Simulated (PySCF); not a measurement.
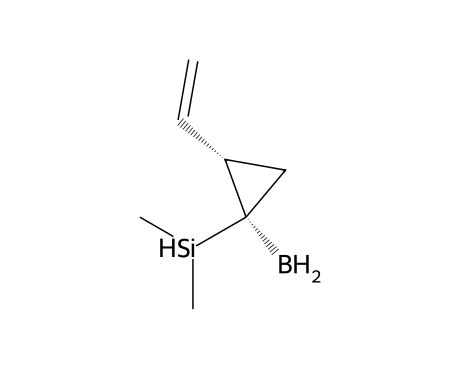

The computed structure is the end point of a GFN2-xTB optimisation. No frequency run is at hand to confirm it as a minimum. Properties computed with PBE0/pcSseg-1, gas phase (PySCF 2.14.0).

What does the calculation give?

The species is C₇H₁₅BSi (`B[C@@]1([SiH](C)C)C[C@H]1C=C`).
- dipole moment: 0.77 D
- HOMO energy (Kohn–Sham orbital): −6.91 eV
- LUMO energy (Kohn–Sham orbital): −1.47 eV
- HOMO–LUMO gap: 5.44 eV

The geometry is semi-empirical. Around B, Si such bond lengths and angles can be off by a tenth of an ångström or more and by several degrees, and values that hang on the shape move with them.
